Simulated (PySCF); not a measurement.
**C$_{2}$H$_{9}$PSSi$_{2}$: density, localisation and related maps**

Input file:

```
{"job": {"kind": "nmr", "xc": "PBE0", "basis": "pcSseg-1"}, "charge": 0, "multiplicity": 1}
P      3.249229    -0.249490     0.712615
Si     1.630884     0.839834    -0.382788
Si    -0.141226    -0.646964    -0.515793
C     -1.722194    -0.240610     0.484945
C     -2.653109    -0.096933    -0.718228
S     -1.504953    -0.213262    -2.143976
H      3.650827    -1.000525    -0.374062
H      4.216969     0.705033     0.486443
H      1.341322     2.021324     0.444058
H      2.092044     1.352939    -1.680153
H      0.112418    -2.096271    -0.494937
H     -2.065334    -1.007645     1.176688
H     -1.656220     0.692376     1.043744
H     -3.178995     0.853776    -0.766723
H     -3.376076    -0.905590    -0.799400
```

Launched as:

```sh
OMP_NUM_THREADS=1 python probes_run.py task.json out
```

Geometry: GFN2-xTB.

Level of theory: PBE0/pcSseg-1, SCF density, gas phase, non-relativistic in PySCF 2.14.0.

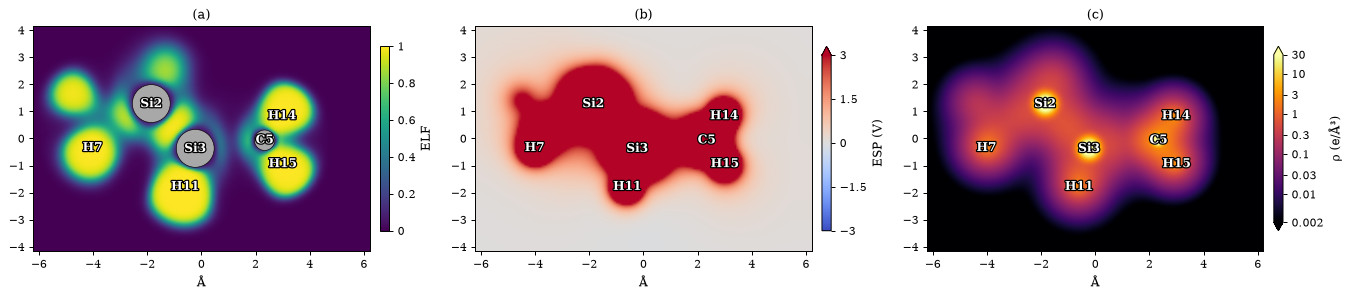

Figure 1. (a) electron localisation function; (b) molecular electrostatic potential; (c) total electron density on the plane of atoms Si2, Si3 and H11. Grey discs cover the atomic cores in the ELF map.

Interpret the plot.

The section cuts through Si, C and H sites. Si–Si (2.32 Å): the density is about 0.67 e/Å³ at the midpoint; the ELF peaks at about 1 between the atoms (a shared electron pair). C–H (1.09 Å): ρ at the midpoint is about 2 e/Å³; the ELF climbs to about 1 towards the hydrogen, as it does in any bond to H (an ordinary covalent bond to hydrogen). The potential has no marked negative region in this plane.

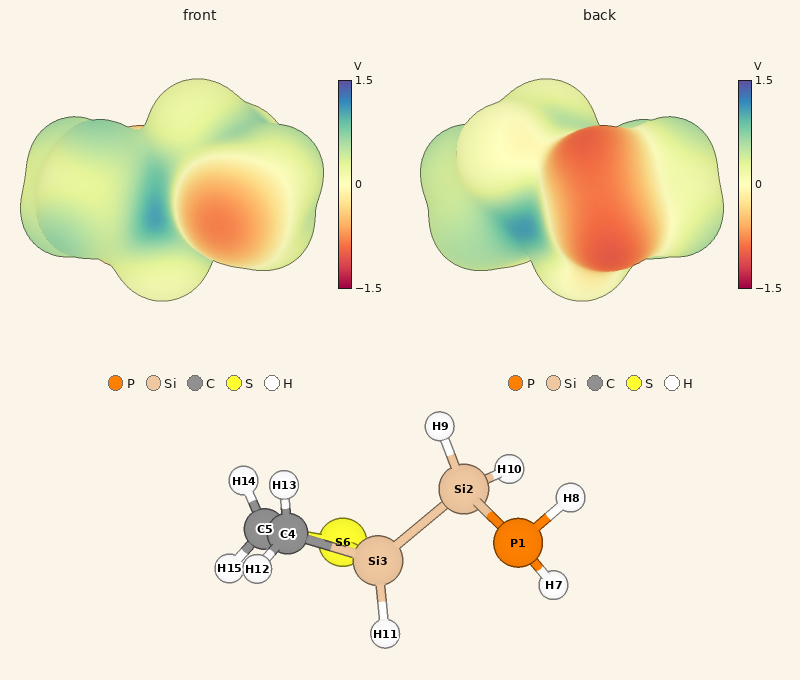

Figure 2. The molecular electrostatic potential painted on the density surface at 0.001 e/bohr³, seen from the front and from behind; red is negative and blue positive. The bare structure is drawn below in the same view.

Where is the surface potential most negative and most positive?

The most negative region (about −1.0 V, or −23 kcal/mol for a unit charge) lies over S6, the most positive (about +1.0 V, or +23 kcal/mol for a unit charge) over Si2 and Si3.

How polar is the molecule by this calculation?

Its dipole moment is 1.31 D.
